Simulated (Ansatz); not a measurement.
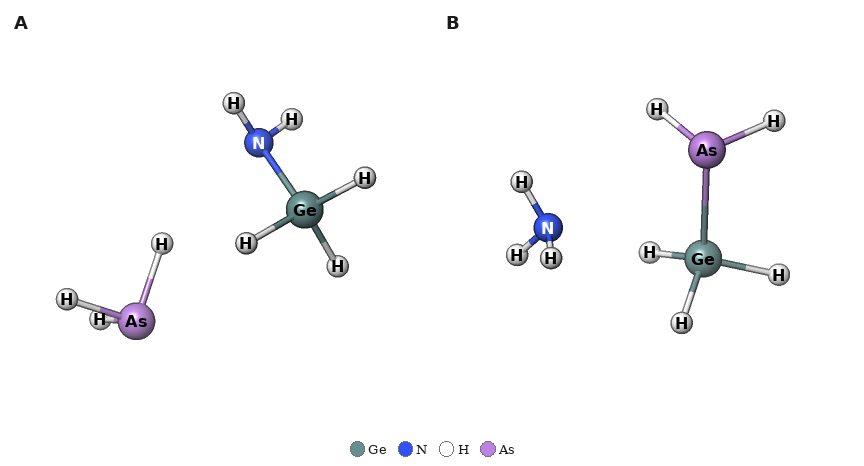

2 stationary structures of one formula. Geometries: PBE0-D4/def2-TZVP. Electronic energies: CCSD(T)/CBS (MP2 limit from def2-TZVPP and def2-QZVPP plus CCSD(T) − MP2) (Ansatz 0.2.0), without zero-point energy. Each is one conformer, not always the lowest.

Rank them by energy, lowest first.

Answer. B is lowest (a minimum); A lies 0.502 eV above it (a minimum).
